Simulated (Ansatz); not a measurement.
# C2H3BFNO (SMILES FC/N=C1/BO1) at 6 levels

Wanted: a comparison of 6 runs (HF/3-21G, HF/def2-SVP, B2PLYP/6-31G, B3LYP/6-31G*, CAM-B3LYP/pcseg-1, PBE0/def2-SVPD) of C2H3BFNO. 

Program for the calculation: Ansatz 0.2.0.

4 further runs of the same task are left out: 4 set aside as unsound or not needed.

**1. Starting point**

C2H3BFNO: 9 atoms, total charge 0, spin state singlet. SMILES: `FC/N=C1/BO1`. The shape is that of a PBE0-D4/def2-TZVP optimisation. This is one conformer, not always the lowest.

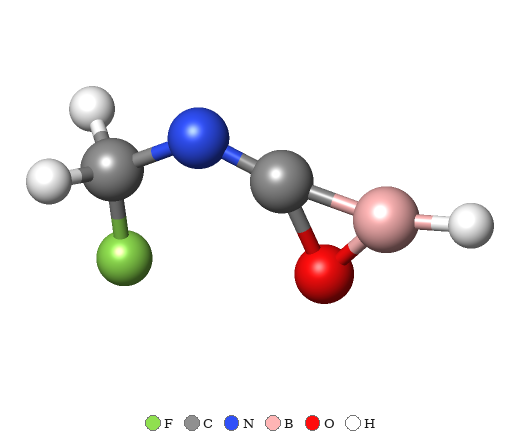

The structure, seen from a chosen angle (fluorine green, carbon grey, nitrogen blue, boron pink, oxygen red, hydrogen white).

**2. Energy and gradient at HF/3-21G (run 1)**

molecule.yaml

```yaml
crystal:
  periodic: [false, false, false]
  atoms:
    - symbol: F
      position_ang: [-1.102800, -1.536400, 0.320600]
    - symbol: C
      position_ang: [-0.238200, -0.969900, 1.230600]
    - symbol: N
      position_ang: [0.477900, 0.155300, 0.761300]
    - symbol: C
      position_ang: [0.400200, 0.663100, -0.359900]
    - symbol: B
      position_ang: [0.473400, 1.428900, -1.618300]
    - symbol: O
      position_ang: [-0.371300, 0.372100, -1.569400]
    - symbol: H
      position_ang: [-0.825100, -0.665900, 2.103100]
    - symbol: H
      position_ang: [0.482600, -1.738000, 1.528000]
    - symbol: H
      position_ang: [0.791900, 2.244500, -2.413000]
basis:
  gaussian: {orbitals: 3-21G.json}
output: {forces: true, orbitals: {seedname: orbitals}}
accuracy: high
hamiltonian: {xc: hf}
```

The basis set 3-21G is read from a file made from the Basis Set Exchange's data (not shown).

Started as:

```
$ ansatz run molecule.yaml --threads 1 --pin off --max-ram 2610MiB --events-out events.jsonl --progress --plain --runs-dir runs
```

The program printed:

```text
Warning: RAYON_NUM_THREADS=1 ignored (pool sized by the plan → 1); use --threads N
Functional definition: HF
  name "HF"
  exchange = exact_x
  correlation = 0
1416 factors; integrals over basis functions are off by at most 9.8e-9 eV
mean field evaluation 1: about -8949.5094 eV, gradient 3.5e1 eV
mean field evaluation 2: about -8950.0309 eV, gradient 3.6e1 eV
mean field evaluation 4: about -8953.0903 eV, gradient 4.3e0 eV
mean field evaluation 8: about -8953.1624 eV, gradient 6.0e-1 eV
mean field evaluation 16: about -8953.1644 eV, gradient 1.7e-6 eV
mean field -8953.16443170 eV, -329.0227241921 hartree, gradient 3.6e-8 eV, S^2 0.000000; 0 other end points of the search recorded, 0 dependent functions left out
the calculation of the forces begins
reference -8953.16443170 eV, -329.0227241921 hartree; 22, 22 occupied and 38, 38 virtual orbitals, 1416 factors
Total energy: -8953.16443170 eV, -329.0227241921 hartree
Atom 0 at    -1.102800    -1.536400     0.320600 Å, force    -0.457933    -0.195942    -0.675428 eV/Å
Atom 1 at    -0.238200    -0.969900     1.230600 Å, force     0.062595    -0.808696     1.652005 eV/Å
Atom 2 at     0.477900     0.155300     0.761300 Å, force     0.139092     0.842610    -1.249674 eV/Å
Atom 3 at     0.400200     0.663100    -0.359900 Å, force     0.475182    -0.590151     2.176092 eV/Å
Atom 4 at     0.473400     1.428900    -1.618300 Å, force     0.872427     1.784188    -1.342160 eV/Å
Atom 5 at    -0.371300     0.372100    -1.569400 Å, force    -1.128133    -1.160764    -0.399469 eV/Å
Atom 6 at    -0.825100    -0.665900     2.103100 Å, force     0.404824    -0.123316    -0.400527 eV/Å
Atom 7 at     0.482600    -1.738000     1.528000 Å, force    -0.325087     0.474731    -0.078381 eV/Å
Atom 8 at     0.791900     2.244500    -2.413000 Å, force    -0.042966    -0.222661     0.317543 eV/Å
Dipole moment:     0.273419     0.274704     0.110344 e Å
```

Run time: 1.5 s. Hardware: 1 thread of Arm Neoverse V2, shared host; peak memory 0.14 GiB.

**3. Energy and forces at HF/def2-SVP (run 2)**

run.yaml

```yaml
crystal:
  periodic: [false, false, false]
  atoms:
    - {symbol: F, position_ang: [-1.102800, -1.536400, 0.320600]}
    - {symbol: C, position_ang: [-0.238200, -0.969900, 1.230600]}
    - {symbol: "N", position_ang: [0.477900, 0.155300, 0.761300]}
    - {symbol: C, position_ang: [0.400200, 0.663100, -0.359900]}
    - {symbol: B, position_ang: [0.473400, 1.428900, -1.618300]}
    - {symbol: O, position_ang: [-0.371300, 0.372100, -1.569400]}
    - {symbol: H, position_ang: [-0.825100, -0.665900, 2.103100]}
    - {symbol: H, position_ang: [0.482600, -1.738000, 1.528000]}
    - {symbol: H, position_ang: [0.791900, 2.244500, -2.413000]}
basis:
  gaussian:
    orbitals: def2-SVP
accuracy: high
hamiltonian:
  xc: hf
output: {forces: true, orbitals: {seedname: orbitals}}
```

Started as:

```
$ ansatz run run.yaml --threads 1 --pin off --max-ram 2610MiB --events-out events.jsonl --progress --plain --runs-dir runs
```

The program printed, shortened:

```text
Warning: RAYON_NUM_THREADS=1 ignored (pool sized by the plan → 1); use --threads N
Functional definition: HF
  name "HF"
[...]
2322 factors; integrals over basis functions are off by at most 3.5e-9 eV
[...]
mean field -8996.22978470 eV, -330.6053467242 hartree, gradient 1.7e-8 eV, S^2 0.000000; 0 other end points of the search recorded, 0 dependent functions left out
[...]
reference -8996.22978470 eV, -330.6053467242 hartree; 22, 22 occupied and 77, 77 virtual orbitals, 2322 factors
Total energy: -8996.22978470 eV, -330.6053467242 hartree
Atom 0 at    -1.102800    -1.536400     0.320600 Å, force     0.663808     0.488069     0.599906 eV/Å
Atom 1 at    -0.238200    -0.969900     1.230600 Å, force    -0.527429    -0.562276    -0.147763 eV/Å
Atom 2 at     0.477900     0.155300     0.761300 Å, force    -0.147902     0.338874    -0.963951 eV/Å
Atom 3 at     0.400200     0.663100    -0.359900 Å, force    -0.685373    -0.907369     0.132677 eV/Å
Atom 4 at     0.473400     1.428900    -1.618300 Å, force    -0.722476    -0.543311    -0.631725 eV/Å
Atom 5 at    -0.371300     0.372100    -1.569400 Å, force     1.453982     1.104741     1.246039 eV/Å
Atom 6 at    -0.825100    -0.665900     2.103100 Å, force     0.093823    -0.095788    -0.200718 eV/Å
Atom 7 at     0.482600    -1.738000     1.528000 Å, force    -0.184172     0.131670    -0.077234 eV/Å
Atom 8 at     0.791900     2.244500    -2.413000 Å, force     0.055739     0.045391     0.042767 eV/Å
Dipole moment:     0.263223     0.289309     0.059970 e Å
```

Wall time 5.7 s (1 thread of Arm Neoverse V2, shared host); peak memory 0.31 GiB.

Runs 3 to 5 aren't shown in full; the table further down has their settings and results.

**4. Energy and forces at PBE0/def2-SVPD (run 6)**

input.yaml

```yaml
crystal:
  periodic: [false, false, false]
  atoms:
    - {symbol: F, position_ang: [-1.102800, -1.536400, 0.320600]}
    - {symbol: C, position_ang: [-0.238200, -0.969900, 1.230600]}
    - {symbol: N, position_ang: [0.477900, 0.155300, 0.761300]}
    - {symbol: C, position_ang: [0.400200, 0.663100, -0.359900]}
    - {symbol: B, position_ang: [0.473400, 1.428900, -1.618300]}
    - {symbol: O, position_ang: [-0.371300, 0.372100, -1.569400]}
    - {symbol: H, position_ang: [-0.825100, -0.665900, 2.103100]}
    - {symbol: H, position_ang: [0.482600, -1.738000, 1.528000]}
    - {symbol: H, position_ang: [0.791900, 2.244500, -2.413000]}
basis:
  gaussian:
    orbitals: def2-SVPD
hamiltonian:
  xc: {name: PBE0}
accuracy: high
output: {forces: true, orbitals: {seedname: orbitals}}
```

Started as:

```
$ ansatz run input.yaml --threads 1 --pin off --max-ram 2610MiB --events-out events.jsonl --progress --plain --runs-dir runs
```

The program printed, shortened:

```text
Warning: RAYON_NUM_THREADS=1 ignored (pool sized by the plan → 1); use --threads N
Functional definition: PBE0
  name "PBE0"
[...]
3069 factors; integrals over basis functions are off by at most 3.3e-9 eV
[...]
mean field -9035.51761132 eV, -332.0491477220 hartree, gradient 5.7e-8 eV, S^2 0.000000; 0 other end points of the search recorded, 0 dependent functions left out
[...]
reference -9035.51761553 eV, -332.0491478771 hartree; 22, 22 occupied and 128, 128 virtual orbitals, 3069 factors
Total energy: -9035.51761553 eV, -332.0491478771 hartree
Atom 0 at    -1.102800    -1.536400     0.320600 Å, force    -0.021722    -0.006277    -0.037367 eV/Å
Atom 1 at    -0.238200    -0.969900     1.230600 Å, force     0.069554     0.144023    -0.107265 eV/Å
Atom 2 at     0.477900     0.155300     0.761300 Å, force    -0.099737    -0.293029     0.321294 eV/Å
Atom 3 at     0.400200     0.663100    -0.359900 Å, force    -0.045361     0.088374    -0.267478 eV/Å
Atom 4 at     0.473400     1.428900    -1.618300 Å, force     0.008763     0.067924    -0.108824 eV/Å
Atom 5 at    -0.371300     0.372100    -1.569400 Å, force     0.028670    -0.018411     0.100429 eV/Å
Atom 6 at    -0.825100    -0.665900     2.103100 Å, force    -0.132362     0.049105     0.187471 eV/Å
Atom 7 at     0.482600    -1.738000     1.528000 Å, force     0.142398    -0.176672     0.067820 eV/Å
Atom 8 at     0.791900     2.244500    -2.413000 Å, force     0.049796     0.144964    -0.156079 eV/Å
Dipole moment:     0.198987     0.213862     0.054462 e Å
```

Run time: 24 s. Hardware: 1 thread of Arm Neoverse V2, shared host; peak memory 0.67 GiB.

**5. All runs side by side**

```
run                               level  frozen core orbitals  Cartesian functions  energy (Eh)  dipole moment (D)  HOMO energy (eV)  LUMO energy (eV)  wall time
  1                            HF/3-21G                     –                   no  -329.022724               1.94            -10.93              2.41      1.5 s
  2                         HF/def2-SVP                     –                   no  -330.605347               1.90            -11.27              2.21      5.7 s
  3                        B2PLYP/6-31G                     6                   no  -332.116491               1.51             -8.89             -0.16       18 s
  4  B3LYP/6-31G* (Cartesian functions)                     –                  yes  -332.638171               1.15             -7.27             -1.50       11 s
  5                   CAM-B3LYP/pcseg-1                     –                   no  -332.449379               1.43                 –                 –      4.2 s
  6                      PBE0/def2-SVPD                     –                   no  -332.049148               1.43             -7.92             -1.77       24 s
```

**6. What came out**

| quantity | value |
| --- | --- |
| run 6: total energy | -332.04915 Eh |
| run 6: dipole moment | 1.43 D |
| run 6: HOMO energy | -7.92 eV |
| run 6: LUMO energy | -1.77 eV |
| run 6: HOMO–LUMO gap | 6.14 eV |
| run 6: largest force on an atom | 0.446 eV/Å |

**Reading.** The dipole moment (its size) runs from 1.15 D (B3LYP/6-31G*) to 1.94 D (HF/3-21G). The two ends differ in method and basis. Over runs 1, 2, 3, 4, 6 the HOMO–LUMO gap runs from 5.77 eV (B3LYP/6-31G*) to 13.48 eV (HF/def2-SVP). Totals of different functionals can't be ranked against each other. All runs together took 65 s, the longest 24 s.
